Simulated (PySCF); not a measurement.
SMILES CCSCC, GFN2-xTB optimised geometry. Atoms within 1.6 Å of the plane z = 0.0 Å (x, y, z in Å): C2 (0.97, 1.64, -1.23), S3 (1.32, -0.14, -1.52), C4 (0.60, -0.85, 0.00), C5 (-0.91, -0.85, 0.00), H9 (1.30, 1.87, -0.22), H10 (-0.11, 1.79, -1.31), H11 (1.01, -0.30, 0.85), H12 (0.99, -1.87, 0.03), H13 (-1.29, -1.37, -0.88), H14 (-1.30, 0.16, 0.00), H15 (-1.28, -1.36, 0.89).

Computed with B3LYP/def2-TZVP in PySCF 2.14.0. Cells within 0.4 Å of a nucleus heavier than hydrogen are left out (blank, or x).

Map of the Laplacian of the electron density (e/bohr⁵), clipped to [-1.50, 1.50] on the plane z = 0.0 Å:

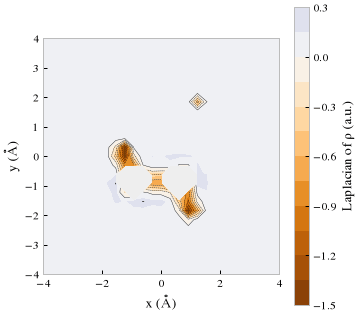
Laplacian of the electron density (e/bohr⁵), clipped to [-1.50, 1.50] on the plane z = 0.0 Å.
